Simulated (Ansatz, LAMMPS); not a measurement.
## A frame of liquid (Cs,Rb)Br from 1020 K, run at 900 K (90 atoms) in motion

Wanted: a short trajectory of a frame of liquid (Cs,Rb)Br from 1020 K, run at 900 K (90 atoms) with its pair distributions.

Method: Kohn-Sham DFT, PBE, PAW (set soft_2), plane waves, in Ansatz 0.2.0.

## (1) Set-up

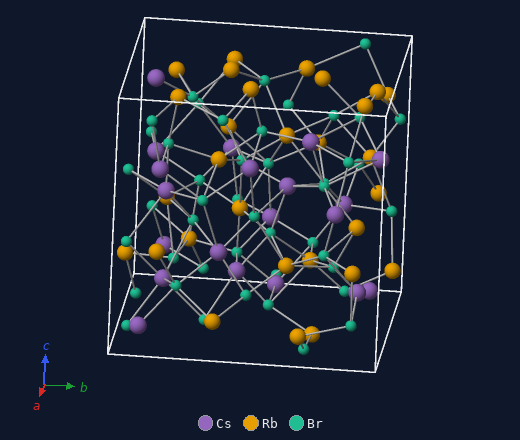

The starting structure, seen slightly off an axis (caesium purple, rubidium orange, bromine teal). Some periodic images of atoms are drawn too.

The cell holds 90 atoms: 19 Cs, 26 Rb and 45 Br. Its edges and angles: a = 16.660 Å, b = 16.660 Å, c = 16.660 Å, α = 90.0°, β = 90.0°, γ = 90.0°. 90 atoms (19 Cs, 26 Rb, 45 Br) placed at random at 3 g/cm³, melted at 1800 K for 10 ps at fixed volume with the Lennard-Jones and Coulomb ion parameters for SPC/E (Joung and Cheatham, J. Phys. Chem. B 112, 9020 (2008)), full charges. Snapshot at the end of a hold of 20 ps at 1020 K and fixed volume.

What the set-up can't give: The starting topology of bonds comes from the classical model, and needn't be the one that DFT or experiment would give. The cell was made at 1020 K but the dynamics is set to 900 K: the trajectory isn't one at 1020 K. The ion parameters were fitted for water, not for melts, so the starting structure of this cell may lie well off the real melt's. Only the Γ point is sampled, in a cell whose shortest periodic width is 17 Å. The levels lack spin–orbit coupling, which is large for the heavy elements here.

## (2) Dynamics at 900 K

A Nosé–Hoover thermostat steers the temperature while disturbing the dynamics little. The time step is 2.0 fs.

Input file input.yaml:

```yaml
crystal:
  lattice:
    - [16.6601, 0.0, 0.0]
    - [0.0, 16.6601, 0.0]
    - [0.0, 0.0, 16.6601]
  atoms:
    - { symbol: Cs, position: [0.67173, 0.166, 0.20538] }
    - { symbol: Cs, position: [0.70755, 0.16697, 0.55901] }
    - { symbol: Cs, position: [0.91254, 0.81938, 0.57549] }
    - { symbol: Cs, position: [0.69211, 0.96091, 0.73147] }
    [... 80 atom lines left out ...]
    - { symbol: Br, position: [0.5979, 0.7941, 0.26935] }
    - { symbol: Br, position: [0.79287, 0.50698, 0.50888] }
    - { symbol: Br, position: [0.98071, 0.12653, 0.91427] }
    - { symbol: Br, position: [0.11822, 0.83134, 0.52461] }
    - { symbol: Br, position: [0.41382, 0.227, 0.8372] }
    - { symbol: Br, position: [0.85032, 0.7777, 0.3928] }
kpoints:
  mp_grid: { grid: [1, 1, 1] }
hamiltonian:
  xc: pbe
scf:
  occupations: { method: fermi_dirac, width: 0.025 }
output:
  forces: true
  stress: true
md:
  timestep: 2.0
  n_steps: 40
  ensemble: nvt_nose_hoover
  temperature: 900
  initial_velocities: maxwell_boltzmann
  seed: 7916
```

On the command line:

```
$ ansatz run input.yaml --threads 4 --pin off --max-ram 8192MiB --backend cpu --events-out ev --progress --plain --runs-dir out
```

It took 6.6 min on 4 threads of AMD EPYC 9R45, shared host; peak memory 6.1 GiB.

The program notes that the SCF threshold is loose for the stress and it switched symmetry off.

Rows from the run:

```
time (fs)  T (K)  potential (meV/atom)  conserved (meV/atom)
      0.0    900                   0.0                  0.00
      6.0    902                  -0.3                  0.00
     10.0    903                  -0.4                  0.00
     16.0    906                  -0.8                  0.00
     22.0    909                  -1.2                  0.00
     26.0    912                  -1.5                  0.00
     32.0    915                  -2.0                  0.00
     38.0    919                  -2.5                  0.00
     42.0    920                  -2.7                  0.00
     48.0    920                  -2.8                  0.00
     54.0    917                  -2.5                  0.00
     58.0    914                  -2.1                  0.00
     64.0    905                  -1.1                  0.00
     70.0    893                   0.3                  0.00
     74.0    882                   1.5                  0.00
     80.0    864                   3.7                  0.00
```

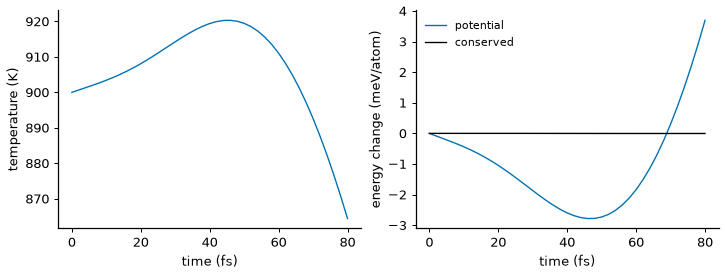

Temperature and energies against time.

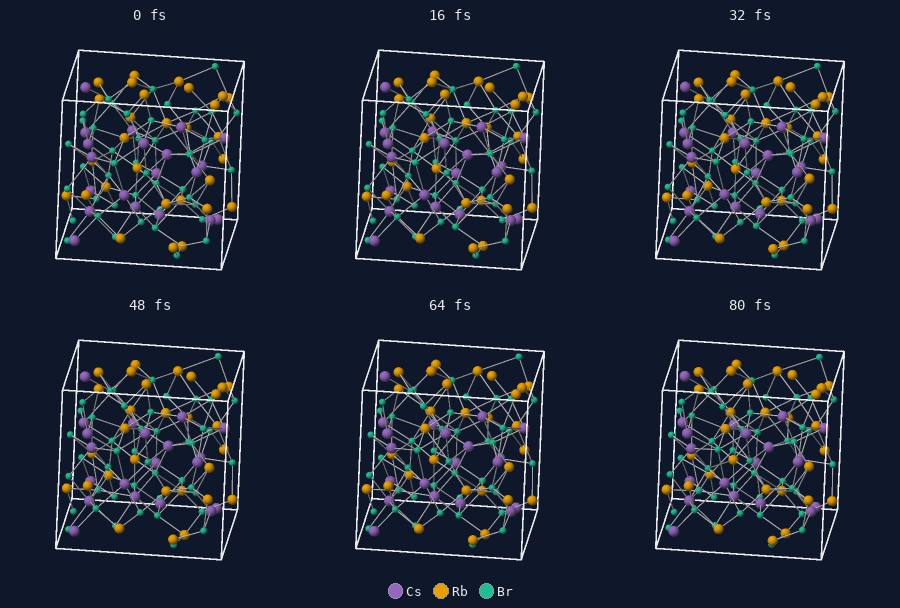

6 frames of the run.

Mean square displacement from the first frame to the last: Cs 0.085 Å², Rb 0.14 Å², Br 0.19 Å².

Table of mean square displacement by time lag:

```
time lag (fs)  Br (Å²)  Cs (Å²)  Rb (Å²)
          2.0   1.3e-4   5.7e-5   9.3e-5
          4.0   5.1e-4   2.3e-4   3.7e-4
          6.0  0.00114   5.2e-4   8.4e-4
          8.0  0.00202   9.2e-4  0.00149
         10.0  0.00316  0.00143  0.00232
         12.0  0.00456  0.00206  0.00335
         14.0  0.00620  0.00281  0.00456
         16.0  0.00810  0.00366  0.00595
         18.0   0.0102  0.00463  0.00753
         20.0   0.0126  0.00572  0.00929
         22.0   0.0153  0.00691   0.0112
         24.0   0.0182  0.00821   0.0134
         26.0   0.0213  0.00963   0.0157
         28.0   0.0247   0.0112   0.0182
         30.0   0.0284   0.0128   0.0209
         32.0   0.0322   0.0145   0.0237
         34.0   0.0363   0.0164   0.0267
         36.0   0.0407   0.0183   0.0299
         38.0   0.0453   0.0204   0.0333
         40.0   0.0501   0.0225   0.0369
```

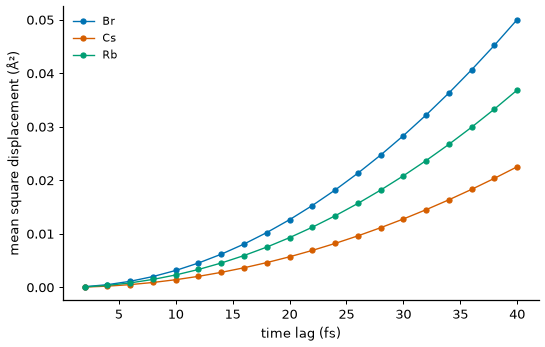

Mean square displacement, plotted against time lag.

Over the second half of 80 fs the temperature averages 904 K, falling from about 920 to 876 K (means over the first and last quarter of that half). The conserved energy stays within 0.00 meV/atom. From first frame to last Br has the largest mean square displacement, 0.19 Å² at the end; the farthest move is 0.84 Å. The run spans 0.08 ps, too short for its means to be equilibrium values.

## (3) Local order late in the run

The g(r) is a mean over the second half; what follows it is taken at the last frame.

Density 3.00 g/cm³, 51.38 Å³ an atom.

Mean of 22 frames. g(r), total and by pair (bins of 0.2 Å):

```
r (Å)  total  Br-Br  Br-Rb  Br-Cs  Rb-Rb  Rb-Cs  Cs-Cs
 2.90   0.04   0.00   0.15   0.01   0.00   0.00   0.00
 3.10   1.03   0.00   2.82   1.02   0.00   0.00   0.00
 3.30   2.02   0.00   3.93   4.20   0.00   0.00   0.00
 3.50   2.24   0.15   4.31   4.53   0.00   0.00   0.00
 3.70   1.52   0.03   2.83   3.19   0.12   0.05   0.00
 3.90   1.04   0.72   1.14   1.43   0.77   1.32   0.00
 4.10   0.72   0.66   0.86   1.01   0.21   0.64   0.00
 4.30   0.64   0.57   0.30   0.56   0.95   1.38   0.98
 4.50   1.19   1.68   0.75   0.37   1.63   1.98   2.31
 4.70   1.15   2.01   0.44   0.58   1.40   2.19   0.28
 4.90   1.14   1.74   0.58   0.43   1.44   2.00   1.82
 5.10   1.03   1.77   0.34   0.24   1.40   1.64   2.59
 5.30   1.04   1.98   0.45   0.34   1.52   1.23   1.67
 5.50   0.87   1.30   0.52   0.42   1.20   1.38   0.82
 5.70   0.97   1.03   0.56   0.86   1.54   1.37   1.52
 5.90   0.80   1.01   0.52   0.53   1.17   1.13   1.09
 6.10   0.84   0.98   0.77   0.81   1.05   0.78   0.35
 6.30   0.90   1.16   0.64   0.53   1.50   1.27   0.63
 6.50   1.02   1.04   0.92   0.95   1.27   1.05   1.34
 6.70   0.96   0.82   1.06   0.96   0.40   1.26   1.33
 6.90   1.11   0.94   1.40   1.50   0.61   0.71   0.49
 7.10   1.09   0.91   1.14   1.37   0.85   1.06   1.00
 7.30   0.90   0.67   1.08   1.32   0.62   0.60   0.40
 7.50   1.08   0.72   1.17   1.84   0.92   0.64   0.29
 7.70   1.10   0.80   1.58   1.50   0.49   0.58   0.43
 7.90   1.04   0.63   1.35   1.28   0.91   0.82   0.99
```

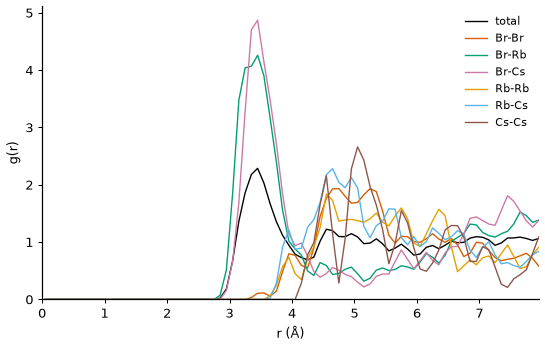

Pair distribution functions, lightly smoothed.

Bonds by pair of elements; cutoffs follow the first minimum of g(r), held within bounds set by covalent radii, and pairs that aren't listed don't count as bonded:

```
pair A-B  cutoff (Å)  bonds  mean length (Å)  spread (Å)  shortest (Å)  B about A  A about B
   Br-Rb        4.33    127             3.53       0.311          2.98       2.82       4.88
   Br-Cs        4.26     89             3.58       0.256          3.03       1.98       4.68
```

The cutoff for Br-Cs falls short of the minimum of g(r), so counts run low and odd coordinations can be artefacts.

How many atoms have how many bonded neighbours:

```
element  mean  3   4   5  6
     Br   4.8  1  12  27  5
     Cs  4.68  0   7  11  1
     Rb  4.88  0   8  13  5
```

Bond angles (no mean is given where the spread exceeds 20°):

```
   angle  count  mean (°)  spread (°)
Br-Rb-Br    253         -           -
Cs-Br-Rb    221         -           -
Br-Cs-Br    167         -           -
Rb-Br-Rb    138         -           -
Cs-Br-Cs     61         -           -
```

Bond length by coordination (bonds to H left out):

```
element  coordination  atoms  mean bond length (Å)
     Br             3      1                  3.43
     Br             4     12                  3.45
     Br             5     27                  3.56
     Br             6      5                  3.69
     Cs             4      7                  3.61
     Cs             5     11                  3.56
     Cs             6      1                  3.63
     Rb             4      8                  3.48
     Rb             5     13                  3.48
     Rb             6      5                  3.70
```

First main peaks of g(r), for some of the pairs, lie near 3.4 Å (Br-Rb) and 3.4 Å (Br-Cs).

## (4) Single point at the last frame

The last frame is solved once more, with the analyses that the dynamics left out.

Input file input.yaml:

```yaml
crystal:
  lattice:
    - [16.6601, 0.0, 0.0]
    - [0.0, 16.6601, 0.0]
    - [0.0, 0.0, 16.6601]
  atoms:
    - { symbol: Cs, position: [0.67965, 0.16282, 0.21226] }
    - { symbol: Cs, position: [0.71923, 0.16594, 0.55388] }
    - { symbol: Cs, position: [0.91342, 0.82841, 0.5788] }
    - { symbol: Cs, position: [0.69275, 0.95721, 0.73077] }
    [... 80 atom lines left out ...]
    - { symbol: Br, position: [0.57759, 0.79737, 0.28284] }
    - { symbol: Br, position: [0.76597, 0.52503, 0.51698] }
    - { symbol: Br, position: [0.98436, 0.11863, 0.92706] }
    - { symbol: Br, position: [0.11385, 0.8186, 0.52533] }
    - { symbol: Br, position: [0.42635, 0.24487, 0.82632] }
    - { symbol: Br, position: [0.85306, 0.79627, 0.39104] }
kpoints:
  mp_grid: { grid: [1, 1, 1] }
hamiltonian:
  xc: pbe
scf:
  occupations: { method: fermi_dirac, width: 0.025 }
output:
  forces: true
  stress: true
  populations: intrinsic
  dos:
    method: { smearing: { sigma: 0.08 } }
    de: 0.1
    projected: { site_lists: { Br: [Br], Cs: [Cs], Rb: [Rb] } }
  eigenvalues: true
  write_density: true
  write_potential: true
  volumetric_format: npy
```

Elapsed: 26 s, on 4 threads; peak memory 5.7 GiB.

The program notes that the exchange-correlation potential is rough where the density is thin.

Read from the output:

- free energy: -318083.4254 eV
- free energy per atom: -3534.2603 eV/atom
- SCF cycles: 7
- pressure: 0.6696 GPa
- r.m.s. force component: 0.3098 eV/Å
- longest force: 1.503 eV/Å
- Fermi energy: 2.622 eV
- gap (highest filled to lowest empty level): 2.888 eV

Length of the force by element:

```
element  coordination  atoms  mean length of the force (eV/Å)  spread  least  most
     Br           all     45                            0.490   0.235  0.205  1.35
     Cs           all     19                            0.491   0.339  0.111  1.50
     Rb           all     26                            0.419   0.225  0.107  1.03
```

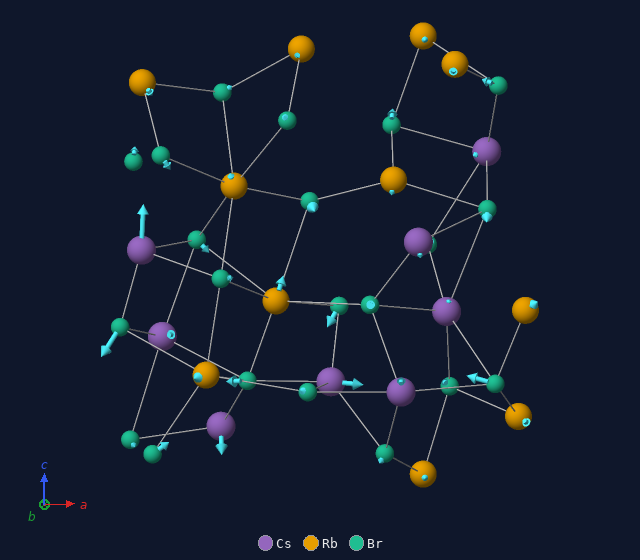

Forces as arrows; the longest in the cell is 1.50 eV/Å. Drawn is a slice 7 Å thick, seen along the normal of the ac plane. Bonds to atoms that aren't drawn are left out.

Intrinsic-atomic-orbital charges by element:

```
element  coordination  atoms  mean charge (e)  spread   least    most
     Br           all     45           -0.780   0.008  -0.800  -0.767
     Cs           all     19            0.798  0.0163   0.771   0.825
     Rb           all     26            0.767  0.0128   0.748   0.798
```

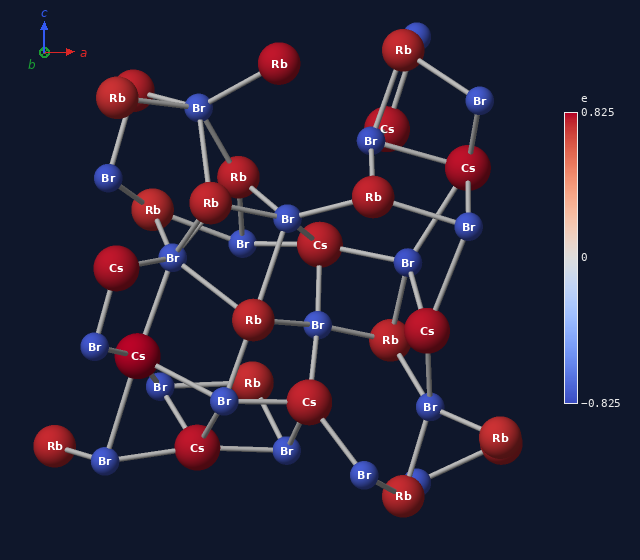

Atoms coloured by intrinsic-atomic-orbital charge. Drawn is a slice 7 Å thick, seen along the normal of the ac plane.

States in the cell by windows of 1 eV, zero at the Fermi level; the larger projections on atomic orbitals stand beside the total:

```
from (eV)  to (eV)  total   Br p  Cs p  Rb s   Rb p
      -14      -13   15.2    0.0   0.1   0.4    0.2
      -13      -12    3.9    0.0   0.0   0.0    3.8
      -12      -11  125.0    0.9   0.1   0.1  122.7
      -11      -10   27.1    0.2   0.0   0.0   26.5
      -10       -9   40.7    0.6  39.7   0.1    0.1
       -9       -8   69.4    1.4  67.2   0.1    0.1
       -8       -7    3.9    0.2   3.7   0.0    0.0
       -7       -4    0.0    0.0   0.0   0.0    0.0
       -4       -3   42.8   39.7   0.4   1.2    0.2
       -3       -2  200.0  190.8   1.7   2.5    0.9
       -2       -1   27.3   26.4   0.2   0.1    0.1
       -1        1    0.0    0.0   0.0   0.0    0.0
        1        2    2.0    0.0   0.0   0.9    0.0
        2        3   23.8    1.4   0.1   9.1    0.1
        3        4   85.4    2.3   0.2  16.0    0.1
```

The curve was stored every 0.10 eV, coarse against its broadening of 0.08 eV, so these counts are rough.

Between -26 and -14 eV lie 113 more states.

About 52 of the 720 electrons lie in deeper levels, below the stored range.

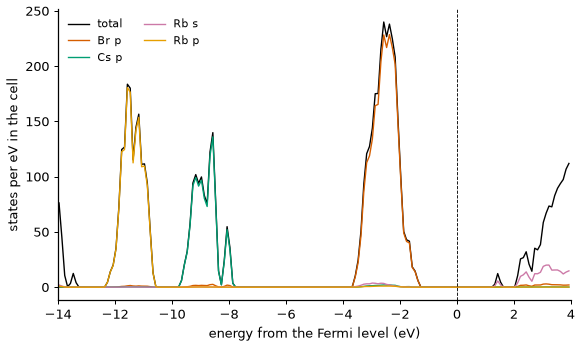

Total and projected density of states, with the broadening of the input.

The levels nearest the highest filled one (over half full), pooled over k-points and spins:

```
level less the highest filled one (eV)  occupation
                                -0.303           2
                                -0.280           2
                                -0.255           2
                                -0.245           2
                                -0.133           2
                                     0           2
                                  2.89           0
                                  3.64           0
                                  3.69           0
                                  3.80           0
                                  3.84           0
                                  3.90           0
```

Mean intrinsic-atomic-orbital charges: Br -0.78, Cs +0.80, Rb +0.77 e. The largest share in the top eV of filled states is Br p (98 % of the projected weight), and in the lowest eV of empty states Rb s (46 % of the projected weight).

## (5) Outcome

```yaml
mean_temperature_second_half: 903.9 K
temperature_swing_second_half: 17.62 K
mean_pressure_second_half: 0.8979 GPa
slope_of_the_conserved_energy_against_time_by_least_squares: -0.064 meV/atom/ps
free_energy_per_atom: -3534.2603 eV/atom
pressure: 0.6696 GPa
r_m_s_force_component: 0.3098 eV/Å
spacing_of_highest_filled_and_lowest_empty_level: 2.888 eV
wall_time_of_the_2_dft_runs: 7 min
```

What this shows: Over the second half of 80 fs the temperature averages 904 K, falling from about 920 to 876 K (means over the first and last quarter of that half). The conserved energy stays within 0.00 meV/atom. The run spans 0.08 ps, too short for its means to be equilibrium values. Between filled and empty levels lie 2.89 eV (at Γ alone); a semilocal functional tends to put such gaps too low. In a disordered cell it changes from sample to sample and from frame to frame.

**Limits.** The pressure of a single frame lacks the kinetic term, about 0.24 GPa here.

[Logs are printed without paths, hosts, clocks, repeated set-up lines and the standing remarks that a program may print on its own settings, such as how far it seeks lower states.]

[Hosts, paths, dates, database ids (printed as entryN), source tags and the programs' standing remarks are cut or masked in the printed files.]
